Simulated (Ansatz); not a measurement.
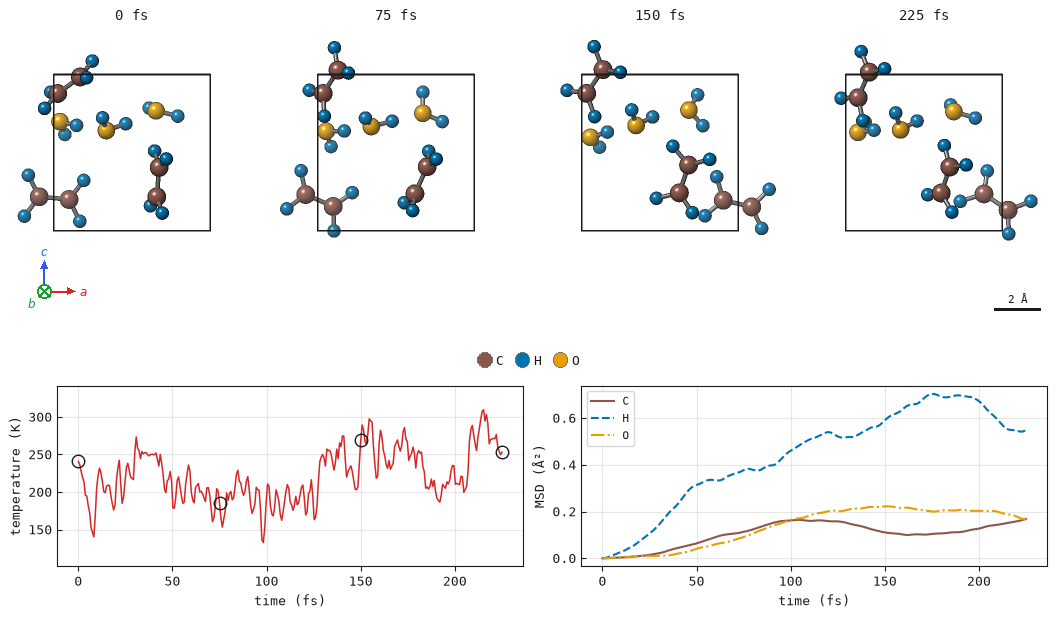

First-principles dynamics of a periodic cell with 3 C2H4 + 3 H2O at 0.683 g/cm³, 225 fs long. Frames and the history of the run. The picture is a ball-and-stick view of the simulation cell, seen along the b axis. Atoms that leave the cell re-enter on the other side.

Level of theory: DFT PBE, scalar-relativistic, plane waves, PAW in Ansatz. Set-up: plane-wave cutoff 420 eV; k-point mesh 1 × 1 × 1; Fermi-Dirac smearing 0.05 eV; low-accuracy preset; Langevin thermostat (NVT); set temperature 250 K; time step 0.75 fs; friction 0.02 per fs.

Question: What do the frames and curves show?

Answer: Root-mean-square distances from the starting positions over the second half, with the common drift of all atoms taken out: H 0.78 Å, O 0.45 Å, C 0.36 Å. The heavy atoms stay within a fraction of a molecule's size of their starting places, while the hydrogen atoms travel further, as molecules turn; so short a run doesn't tell a liquid from a solid. The mean temperature in the second half is 238 K (standard deviation 34 K). The potential energy in the second half lies on average 25.2 meV per atom above the first frame.

Limits of the set-up: the program's low-accuracy preset was used; the periodic images lie only 7.0 Å apart, so the values are limited by the cell's size.

Cost: 2.7 min on 1 thread of AMD EPYC 9R45 96-Core Processor (Zen 5), with other jobs on the host, peak memory 0.45 GiB.
